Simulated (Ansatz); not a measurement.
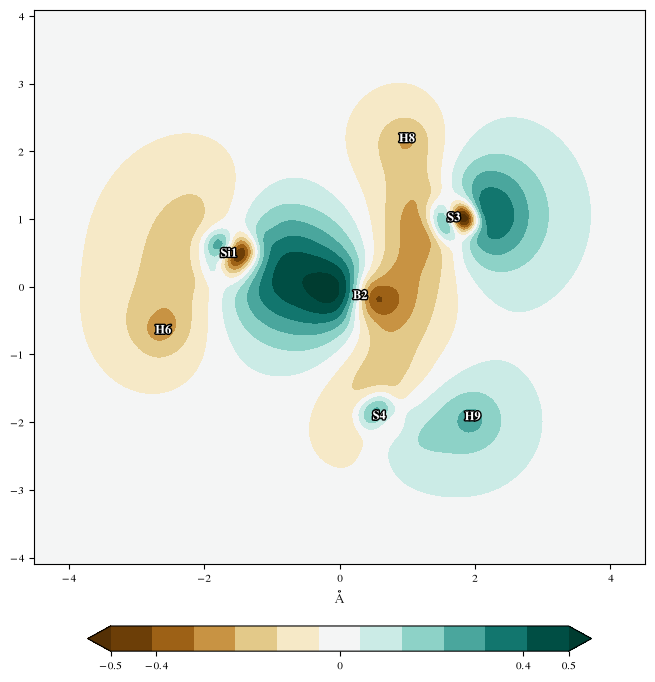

Figure 1: BH5S2Si (SMILES [SiH3]B(S)S). The HOMO−1 on the plane of atoms Si1, B2 and S4 (values in Å⁻³ᐟ²; the overall sign is arbitrary).

Theory: RKS PBE/def2-SVP (Ansatz).

Input file:

```
crystal:
  periodic: [false, false, false]
  atoms:
    - { symbol: Si, position_ang: [0.3804, 0.9609, -0.797] }
    - { symbol: B, position_ang: [-0.164, -0.465, 0.3573] }
    - { symbol: S, position_ang: [-0.7339, -2.1057, -0.3897] }
    - { symbol: S, position_ang: [-0.0233, -0.2289, 2.2211] }
    - { symbol: H, position_ang: [0.2021, 0.5764, -2.2287] }
    - { symbol: H, position_ang: [-0.5565, 2.165, -0.554] }
    - { symbol: H, position_ang: [1.751, 1.3971, -0.5367] }
    - { symbol: H, position_ang: [0.6589, -2.5738, -0.3962] }
    - { symbol: H, position_ang: [-1.4261, 0.2276, 2.3068] }
basis:
  gaussian: { orbitals: def2-SVP }
hamiltonian:
  xc: pbe
relax:
  f_tol: 0.015
  max_steps: 40
output:
  orbitals: {}
```

Run with:

```sh
ansatz run input.yaml --threads 2 --pin off --max-ram 3072MiB --backend cpu --events-out ev --progress --plain --runs-dir out
```

The fields are those of the relaxed geometry.

> What is the character of this orbital?

It lies mainly on Si1 (about 30 %), B2 (about 25 %), S3 (about 25 %) and S4 (about 5 %). Its energy is −7.07 eV.
